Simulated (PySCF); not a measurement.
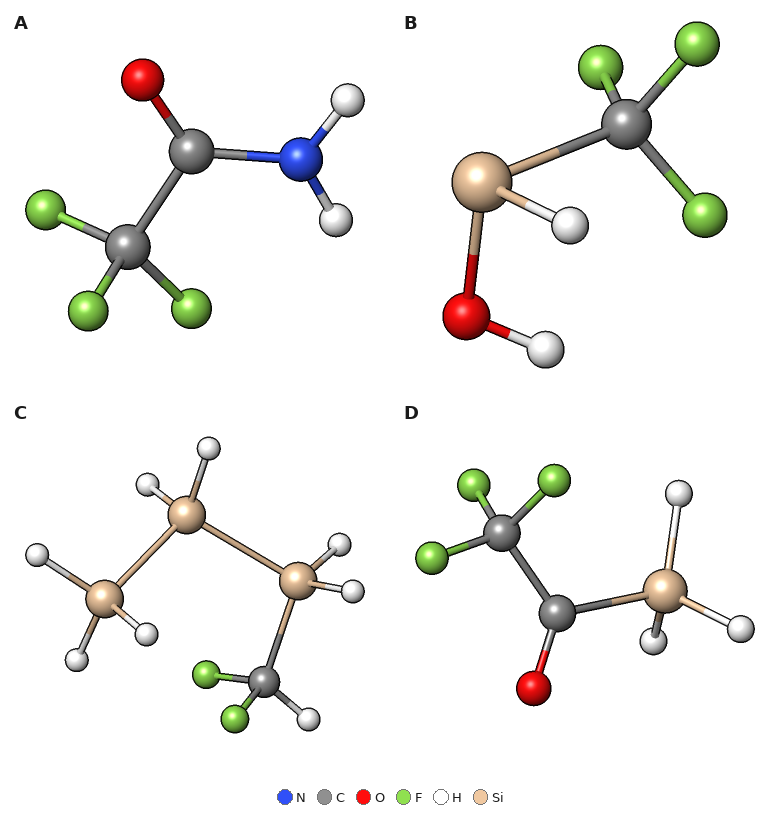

(Drawn from a calculation with PySCF.)

Question: Which panel belongs to which SMILES?
(1) FC(F)[SiH2][SiH2][SiH3]
(2) NC(=O)C(F)(F)F
(3) O=C([SiH3])C(F)(F)F
(4) O[SiH-]C(F)(F)F

Answer: A is (2), B is (4), C is (1), D is (3).
